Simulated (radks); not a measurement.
# Run report: Cl, atomic calculation

- system: a free Cl atom in the configuration [Ne] 3s2 3p5 (3p1/2: 2, 3p3/2: 3).
- method: Dirac Kohn-Sham, PBEsol, spin-unpolarised, spherical densities, point nucleus (the in-house radial solver radks)

Log:
```
1s1/2   1   2.0000        -100.93243457
2s1/2   1   2.0000          -9.26606889
2p1/2   1   2.0000          -7.07421142
2p3/2   1   4.0000          -7.01197665
3s1/2   1   2.0000          -0.75739058
3p1/2   1   2.0000          -0.31743555
3p3/2   1   3.0000          -0.31286785
4s1/2   1   0.0000          -0.01033586
3d3/2   1   0.0000           0.00046921
3d5/2   1   0.0000           0.00046921
Etot -460.74382709809134
Ekin 463.0631765562562
Encl -1099.8708886392455
Eh 203.4298935284363
Exc -27.366008543538264
err 5.827269058272526e-10
it 13
```

Orbitals:

```tsv
orbital	occupation	energy (eV)	⟨r⟩ (bohr)	outer maximum (bohr)
1s	2	−2746.5	0.09106	0.0595
2s	2	−252.143	0.4447	0.362
2p1/2	2	−192.499	0.4057	0.301
2p3/2	4	−190.806	0.4080	0.302
3s	2	−20.610	1.537	1.28
3p1/2	2	−8.638	1.837	1.43
3p3/2	3	−8.514	1.847	1.43
```

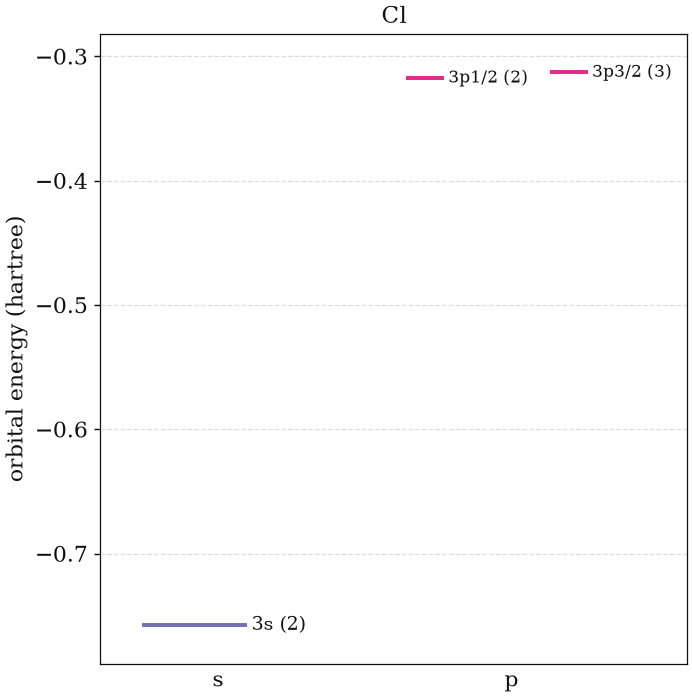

*The outer levels are drawn (occupations in brackets, the lower j at the left of each column).*

The highest occupied level is 3p3/2 at −0.313 hartree. From the top down the occupied levels run 3p3/2 (−0.313 hartree), 3p1/2 (−0.317 hartree), 3s (−0.757 hartree). Spin-orbit splittings: 3p 0.00457 hartree. The measured ionisation energy (NIST) is 13.0 eV; minus the highest level, 8.51 eV, lies 34 % below it, as is usual for a semilocal functional, whose potential decays too fast.

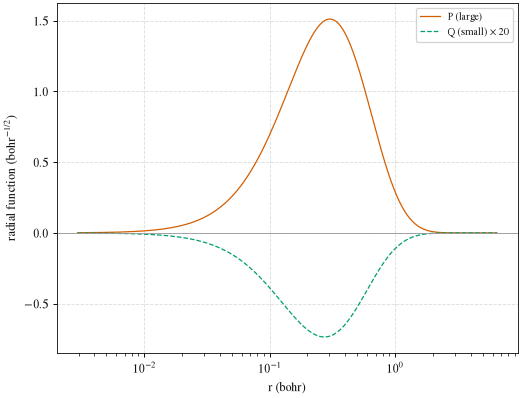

*The large and small radial components of one occupied spinor.*

It is 2p3/2. The spinor has κ = −2: the large component has l = 1 and 0 radial nodes, the small one has l = 2. The small component carries 0.055 % of the norm; ⟨r⟩ = 0.408 bohr and the eigenvalue is −190.8 eV. The nodes of P give n − l − 1 and its extent picks the shell; Q has as many nodes as P for κ < 0 and one more for κ > 0.

Input:
```
Z 17
configuration [Ne] 3s2 3p5 4s0 3d0
relativity Dirac
functional pbe_sol,pbe_sol
spin unpolarised
j_filling energy
nucleus point
c 137.035999084
```

Energies in input and log are in hartree, lengths in bohr.

Results in brief:

- outcome: converged
- total energy: −460.743827 hartree
- kinetic energy: 463.063177 hartree
- electron–nucleus energy: −1099.8709 hartree
- Hartree energy: 203.429894 hartree
- exchange–correlation energy: −27.366009 hartree
- radius at density 0.001 e/bohr³: 3.90 bohr
- SCF iterations: 13
- hardware: 1 CPU thread, shared host
